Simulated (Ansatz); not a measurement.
CH$_{3}$I: several calculations on one system

Part 1: Relaxation

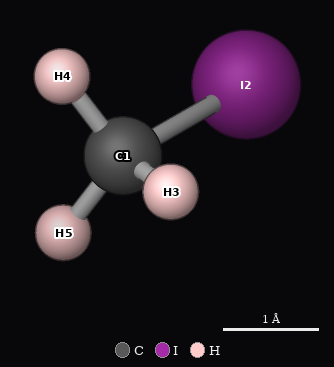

Starting structure of CH$_{3}$I (coarse preliminary run). The picture is a ball-and-stick view, seen from a free direction.

Computed with RKS PBE-D4/def2-SVP in Ansatz.

Input file:
```yaml
crystal:
  periodic: [false, false, false]
  atoms:
    - {symbol: C, position_ang: [0.003600, -0.184100, 0.133300]}
    - {symbol: I, position_ang: [0.373200, 1.366300, -1.296500]}
    - {symbol: H, position_ang: [0.713600, -0.893300, 0.125600]}
    - {symbol: H, position_ang: [-0.056200, 0.290500, 1.125100]}
    - {symbol: H, position_ang: [-0.984300, -0.653000, -0.128800]}
basis:
  gaussian: {orbitals: def2-SVP}
hamiltonian: {xc: pbe, dispersion: d4}
relax: {f_tol: 0.03, max_steps: 250}
```

Predict the outcome.

The optimiser took 3 steps. The largest move after the best rigid fit is that of H3, 0.079 Å. Largest moves by element: H 0.079 Å, C 0.042 Å, I 0.018 Å. Among the contacts that change: C1–H3 1.004 → 1.103 Å, C1–I2 2.141 → 2.166 Å, C1–H5 1.125 → 1.103 Å. Bond angles that change, for instance: I2–C1–H3 112.6° → 107.7°, H3–C1–H5 109.0° → 111.2°. The run took about 2.9 core-seconds on a shared host.

Final geometry:

```xyz
5

C    -0.0354   -0.1804    0.1473
I     0.3857    1.3671   -1.3089
H     0.7827   -0.9192    0.0971
H    -0.0801    0.2981    1.1405
H    -1.0031   -0.6392   -0.1173
```

After the run, drawn alike:

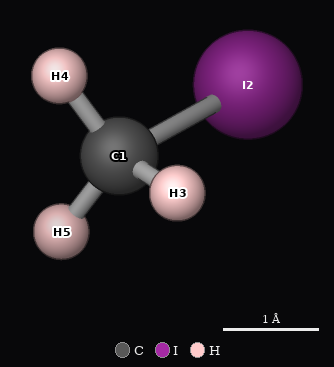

Part 2: Relaxation

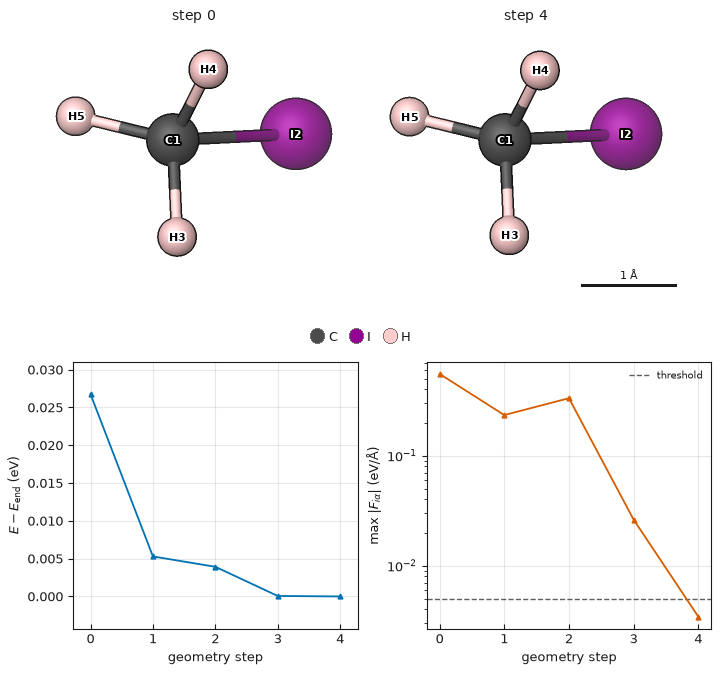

First and last geometry of a relaxation of CH₃I, with the history of the run. A ball-and-stick model, seen from a free direction.

Theory: Ansatz 0.2.0, RKS PBE0-D4/def2-TZVP.

Input
```yaml
crystal:
  periodic: [false, false, false]
  atoms:
    - {symbol: C, position_ang: [-0.035235, -0.180499, 0.147264]}
    - {symbol: I, position_ang: [0.384683, 1.367729, -1.308521]}
    - {symbol: H, position_ang: [0.783108, -0.918932, 0.096470]}
    - {symbol: H, position_ang: [-0.079746, 0.297644, 1.140628]}
    - {symbol: H, position_ang: [-1.002910, -0.639542, -0.117141]}
basis:
  gaussian: {orbitals: def2-TZVP}
hamiltonian: {xc: pbe0, dispersion: d4}
relax: {f_tol: 0.005, max_steps: 200}
```

Q: Read the history and describe the run.

A: It converged. The atom that moves furthest after the best rigid fit is I2 (0.033 Å). Largest moves by element: I 0.033 Å, H 0.020 Å, C 0.004 Å. Some distances before and after: C1–I2 2.166 → 2.129 Å, C1–H3 1.103 → 1.086 Å. After 4 geometry steps the energy has fallen by 0.027 eV. The largest force component goes from 0.55 to 0.0034 eV/Å. The run took about 10 core-seconds on a shared host.

Part 3: A change

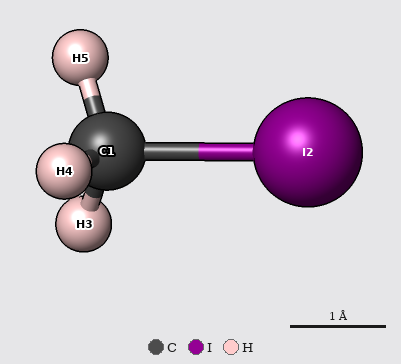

Reference structure: CH3I. Style: ball-and-stick. Shown face on.

These are results of Ansatz 0.2.0, RKS wB97M-V/def2-TZVPP, not measurements. 

The variant: All atoms are moved at random (σ = 0.09 Å) from the PBE0-D4/def2-TZVP minimum.

Input file:
```yaml
crystal:
  periodic: [false, false, false]
  atoms:
    - {symbol: C, position_ang: [-0.163501, -0.127264, 0.081253]}
    - {symbol: I, position_ang: [0.368508, 1.324738, -1.270287]}
    - {symbol: H, position_ang: [0.840134, -0.858568, 0.357146]}
    - {symbol: H, position_ang: [-0.251286, 0.174408, 1.059530]}
    - {symbol: H, position_ang: [-0.899180, -0.677403, 0.089105]}
basis:
  gaussian: {orbitals: def2-TZVPP}
hamiltonian: {xc: {name: wB97M-V}}
output: {forces: true}
```

Q: What is the effect?

A: The energy rises by 38.7 kcal/mol. The largest force is 11 eV/Å, on C1. The forces point partly back along the displacements (cosine −0.59). At other levels of theory the same distortion costs 39.1 kcal/mol (RKS PBE-D4/def2-TZVPP), 39.4 kcal/mol (RKS r2SCAN-D4/def2-TZVPP), 39.3 kcal/mol (RKS PBE0-D4/def2-TZVPP), 39.3 kcal/mol (RHF-CCSD(T), frozen core/def2-TZVPP). Among the bonded contacts that change: C1–H3 1.086 → 1.272 Å, C1–H5 1.086 → 0.919 Å, C1–I2 2.129 → 2.054 Å, C1–H4 1.086 → 1.027 Å. Bond angles that change, for instance: I2–C1–H5 107.7° → 129.5°, H3–C1–H4 111.2° → 91.7°.

The changed structure in the same view:

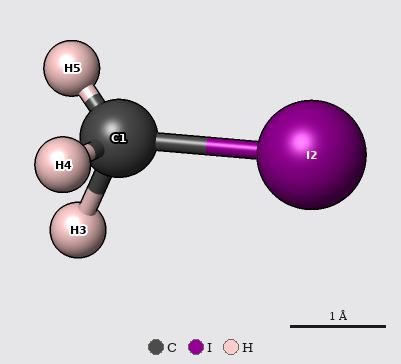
